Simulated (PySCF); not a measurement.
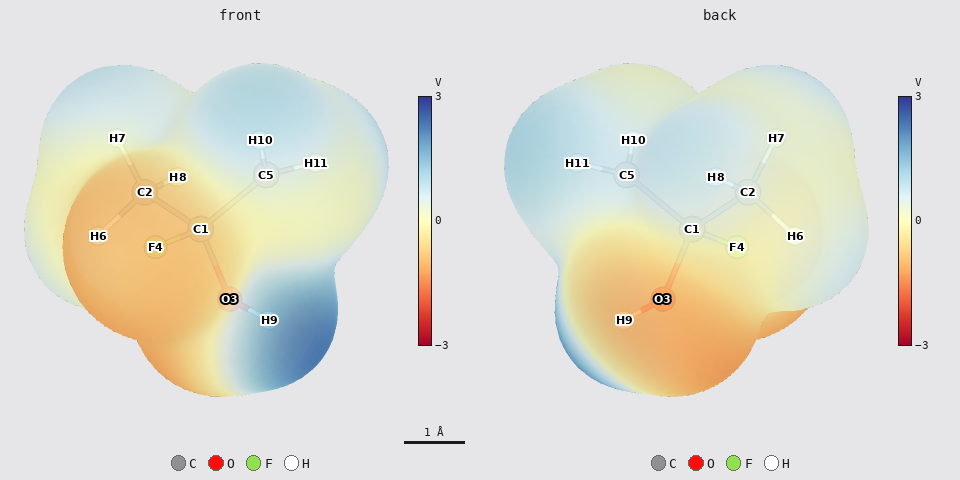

The picture shows: C3H6FO (doublet). The molecular electrostatic potential painted on the density surface at 0.002 e/bohr³, seen from the front and from behind; the colour scale runs from red (negative) to blue (positive).

Geometry: PBE0-D3(BJ)/def2-SVP.

These are results of UKS B3LYP, IGLO-III on C F O, pcH-1 on H, non-relativistic, mean-field spin-orbit, GIAO in PySCF, not measurements.

```xyz
11

C    -0.0305    0.1627    0.3551
C     1.1822   -0.2618   -0.4473
O    -0.0981    1.5419    0.3054
F     0.1826   -0.2335    1.6710
C    -1.3040   -0.4747   -0.0927
H     2.0675    0.2396   -0.0301
H     1.3176   -1.3495   -0.3866
H     1.0667    0.0351   -1.4982
H    -0.9150    1.8110    0.7435
H    -1.6722   -1.3691    0.4124
H    -1.7665   -0.1398   -1.0234
```

Which sites attract a positive test charge, and which a negative one?

Answer. A positive charge is drawn to the negative regions and a negative charge to the positive ones. The most negative region (about −1.3 V, or −30 kcal/mol for a unit charge) lies over O3, the most positive (about +2.3 V, or +53 kcal/mol for a unit charge) over H9. O3 is the likeliest acceptor of a hydrogen bond.
